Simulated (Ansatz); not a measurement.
ZrO2 (fluorite)

```xyz
3
Lattice="0.0000 2.5446 2.5446 2.5446 0.0000 2.5446 2.5446 2.5446 0.0000" Properties=species:S:1:pos:R:3 pbc="T T T"
Zr     0.0000     0.0000     0.0000
O      1.2723     1.2723     1.2723
O      3.8169     3.8169     3.8169
```

E(V) scan at fixed shape, V₀ the volume above. Symmetry pins the atoms to their sites.

Level of theory: r2SCAN (plane waves to 500 eV, PAW, scalar-relativistic; Ansatz, a quantum-chemistry and plane-wave program). k mesh 11×11×11 (Γ-centred), Fermi-Dirac smearing 0.05 eV. The energy includes the smearing's −TS. The PAW data are Ansatz's earlier set. This is a high-temperature form of ZrO2. ZrO2 is run without spin polarisation. ZrO2 was relaxed with its symmetry unable to fall. The zero of ΔE is the relaxed starting cell.

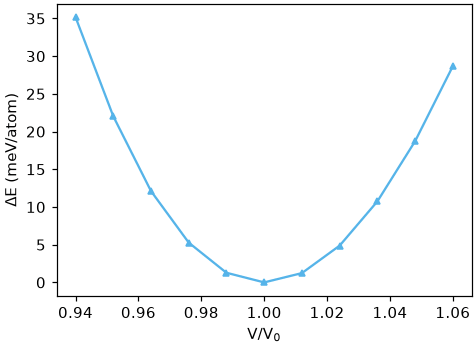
*ΔE (meV/atom) against V/V₀; computed points joined by lines.*

Question: What is ΔE at V/V₀ = 1.060?

Answer: About 29 meV/atom.

Question: What is ΔE at V/V₀ = 0.940?

Answer: About 35 meV/atom.

Question: What bulk modulus B₀ follows from a third-order Birch-Murnaghan fit?

Answer: About 260 GPa.

(Under strain, the slope of the energy per volume gives the stress and its curvature an elastic modulus.)
